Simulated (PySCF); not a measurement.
**GeB (charge +1, triplet): density, localisation and related maps**

| atom | x (Å) | y (Å) | z (Å) |
| --- | --- | --- | --- |
| Ge | 0.0000 | 0.0000 | -0.2834 |
| B | 0.0000 | 0.0000 | 1.9026 |

Method: PBE0/def2-TZVPPD, non-relativistic Hamiltonian with scalar-relativistic core potentials where named, at a bond length of 2.186 Å (PySCF).

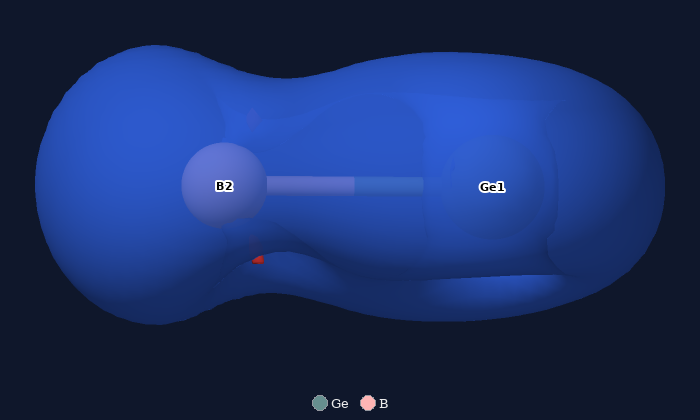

Figure 1. Isosurfaces of the spin density at +0.03 (blue) and −0.03 e/Å³ (red), seen from one side.

Which atoms carry the spin?

Answer. The unpaired spin (2 electrons) lies mostly on B2 (about 1.1) and Ge1 (about 0.9), in electrons by Hirshfeld's partition.

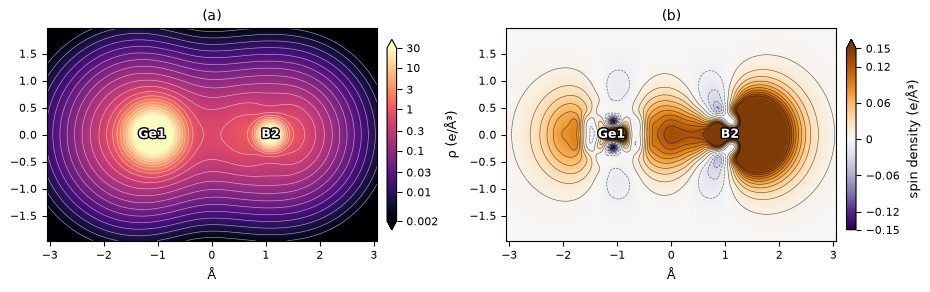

Figure 2. (a) electron density; (b) spin density (α minus β) on a plane that holds the molecular axis.

Interpret the plot.

Answer.
- Atoms in the plane: Ge and B.
- Ge–B (2.19 Å): ρ at the midpoint is about 0.6 e/Å³.

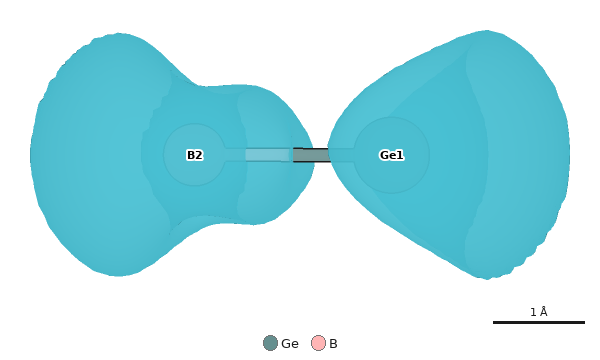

Figure 3. Isosurface of the ELF at 0.75 (cyan), seen from one side. Only the valence region is drawn (cores and ρ < 0.01 e/Å³ removed).

Where are the electrons localised?

Answer. The surface consists of one region on B in which the atom's valence shell and bonds are merged and one lobe on Ge, pointing away from the bonds (non-bonding electrons). Along the contacts the grid gives the following. Ge–B (2.19 Å): the ELF peaks at about 0.95 in the valence shell of B, 0.7 Å from its nucleus, and is about 0.80 at the midpoint.
